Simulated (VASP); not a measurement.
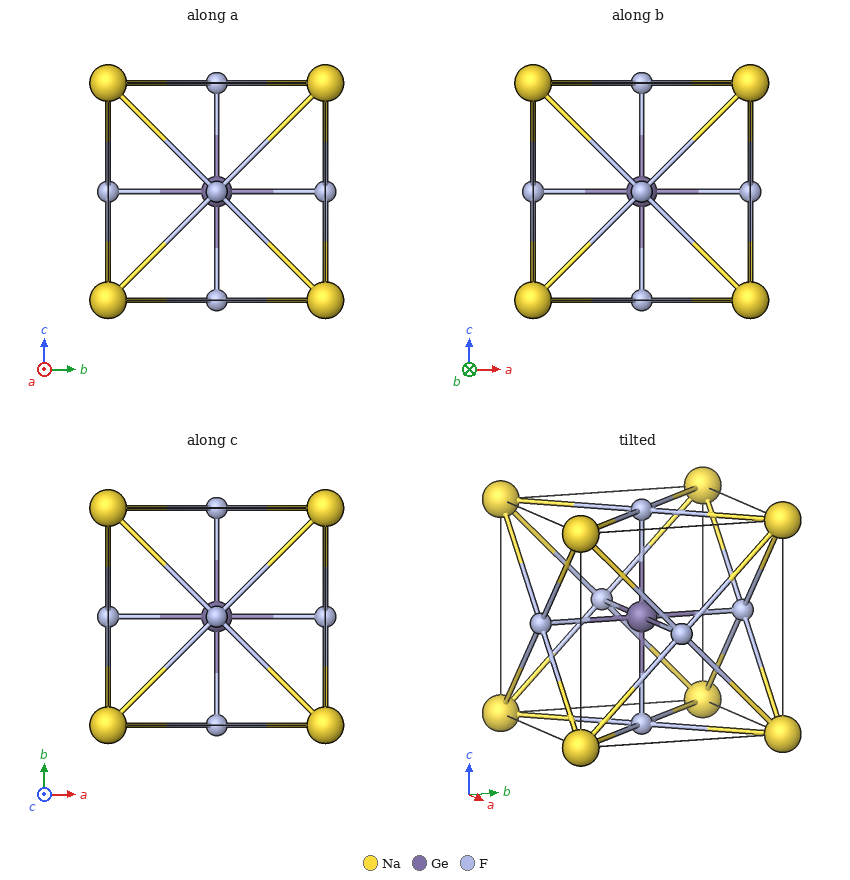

View along the a axis, along the b axis, along the c axis and slightly off an axis, drawn as a ball-and-stick model. The frame is the conventional unit cell; atoms at its boundary are shown with their periodic copies.

Lattice parameters: a = 4.130 Å, b = 4.130 Å, c = 4.130 Å, α = 90.00°, β = 90.00°, γ = 90.00°.

From the views, write a table of Wyckoff sites.

Space group Pm-3m (No. 221).
```csv
atom,site,x,y,z
Na,1a,0.0000,0.0000,0.0000
Ge,1b,0.5000,0.5000,0.5000
F,3c,0.5000,0.5000,0.0000
```

The cell started as a structure type filled with these elements by a generator (whether the compound takes this form wasn't checked). The cell was then strained or its atoms displaced on purpose. VASP was used for an electronic-structure calculation on it.

At this level of theory the cell isn't at rest (compressed, at 12 GPa), so its distances can differ from those at equilibrium, the more so the softer the solid.
